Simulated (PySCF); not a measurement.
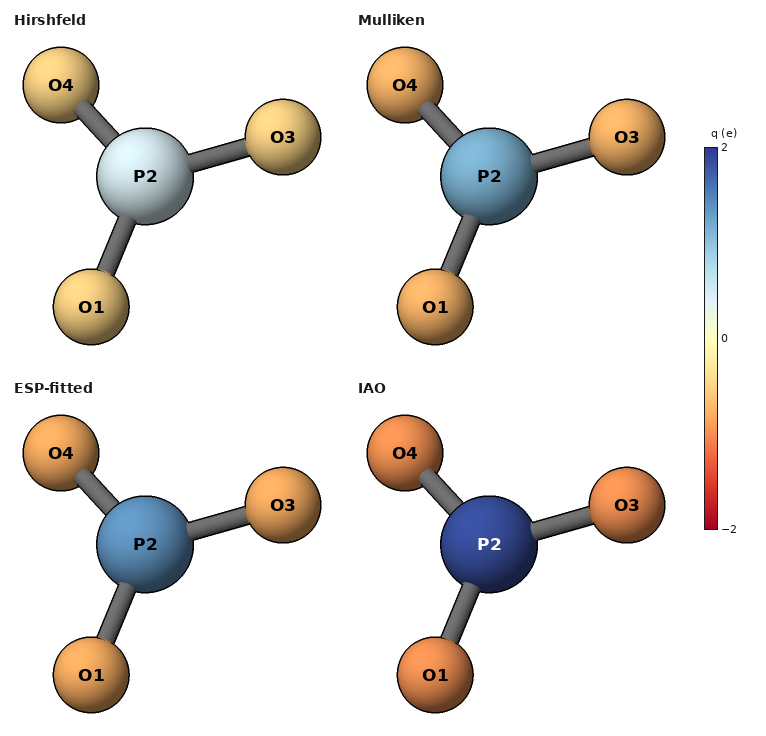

Atomic charges of one calculation by 4 schemes, on one colour scale. State: charge −1, singlet. Computed geometry: PBE0-D3(BJ)/def2-SVP optimisation. No frequency run is at hand to confirm it as a minimum. Method: PBE0/pcSseg-1 in chloroform (IEF-PCM) (PySCF 2.14.0).

Question: Which scheme gives the most polar picture (largest mean size of the charges)?

Answer: The IAO charges are the largest in size here, and the Hirshfeld charges the smallest.

List the charges (e), one line for each set of equivalent atoms.

| atom | Hirshfeld | Mulliken | ESP-fitted | IAO |
| --- | --- | --- | --- | --- |
| O1, O3, O4 | −0.48 | −0.71 | −0.78 | −0.94 |
| P2 | 0.43 | 1.12 | 1.34 | 1.82 |
